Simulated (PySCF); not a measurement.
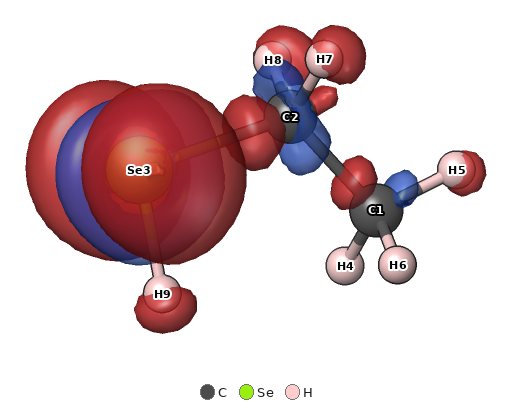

Figure. C$_{2}$H$_{6}$Se, charge +1, doublet, SMILES `CC[SeH+]`. Fukui function f⁺ = ρ(N+1) − ρ(N) at fixed geometry, surfaces at ±0.04 e/Å³ (red positive, blue negative).

PySCF calculation, HF/def2-SVP, gas phase; geometry: GFN2-xTB. No frequency check shows the geometry to be a minimum. GFN2-xTB bond lengths at metals and heavier atoms can be off by up to 0.1 Å and shapes distorted, which carries into these values. GFN2-xTB doesn't know the spin state, so this open-shell geometry is rough.

Q: On which atoms does the density change most on addition of an electron?

A: f⁺ (Hirshfeld-condensed) is largest on Se3 (0.68); the vertical electron affinity is 7.80 eV (to the singlet neutral species, which needn't be its lowest state; rough: the basis has no diffuse functions). Condensed values hint at sites of nucleophilic attack but needn't mark the atom that reacts. Orbital relaxation makes it negative in places (0.22 e in all).

| atom | f⁺ | charge |
| --- | --- | --- |
| C1 | +0.02 | −0.09 |
| C2 | +0.05 | −0.03 |
| Se3 | +0.68 | +0.62 |
| H4 | +0.02 | +0.06 |
| H5 | +0.04 | +0.08 |
| H6 | +0.02 | +0.06 |
| H7 | +0.05 | +0.09 |
| H8 | +0.05 | +0.09 |
| H9 | +0.09 | +0.12 |

The PySCF run took 4.1 s on 1 thread of Arm Neoverse V2, with other jobs on the host, peak memory 0.19 GiB.
